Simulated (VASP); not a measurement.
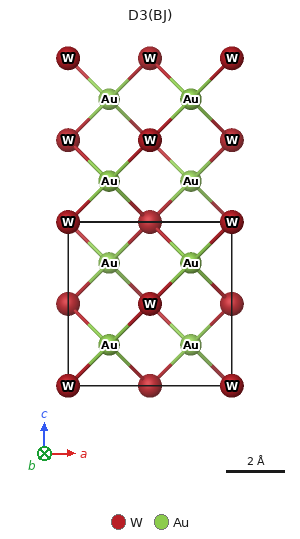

Crystalline WAu (a generated structure, set up in F-43m), relaxed (cell and atoms) with several dispersion corrections. The picture shows the result with D3(BJ). Style: ball-and-stick. Shown: the conventional cell (4 times the calculation's cell), repeated 1 × 1 × 2 with one cell outlined, along the b axis. Lengths and directions refer to the drawn axes.

Computed with VASP 6.6.1: revPBE, VASP PAW PBE potentials, recommended. Settings: plane-wave cutoff 600 eV; k-point mesh 8 × 8 × 8; occupations fermi-dirac; smearing width 0.05 eV; no spin polarisation.

| dispersion correction | volume (Å³/atom) | a (Å) |
| --- | --- | --- |
| D3(BJ) | 23.694 | 5.744 |
| D3 | 23.270 | 5.710 |
| none | 24.959 | 5.845 |
| D2 | 20.812 | 5.501 |
| D4 | ? | ? |
| dDsC | 24.003 | 5.769 |

### Fill in the missing row.

With D4 the volume falls between D3(BJ) (23.694) and dDsC (24.003). The calculation gives 23.898 Å³/atom (a = 5.761 Å). In order of volume: D2 < D3 < D3(BJ) < D4 < dDsC < none; the spread is 19.9 %.
